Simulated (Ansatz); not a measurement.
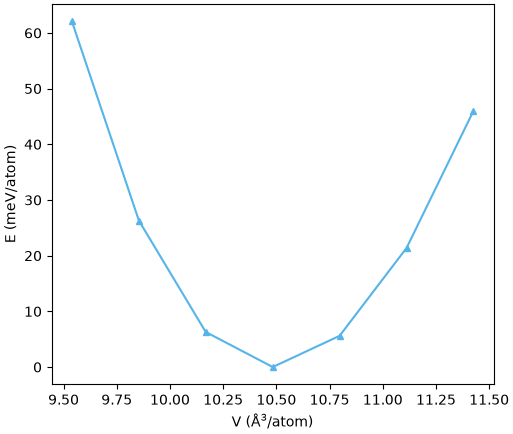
AlN (zinc blende, space group No. 216) under volume change, PBEsol (plane waves, PAW; program Ansatz), scaled uniformly.

Problem. What does a third-order Birch–Murnaghan fit give for V₀, B₀ and B′?

Solution. V₀ = 10.48 Å³/atom, B₀ = 200 GPa, B′ = 3.9.

Space group F-43m (zinc blende). The cell was relaxed with PBEsol under the symmetry of its start.

Potentials: the earlier of the program's two PAW sets. The files were generated under PBE; for other functionals the program regenerates the frozen cores, and for LDA and PBEsol the local potential too.
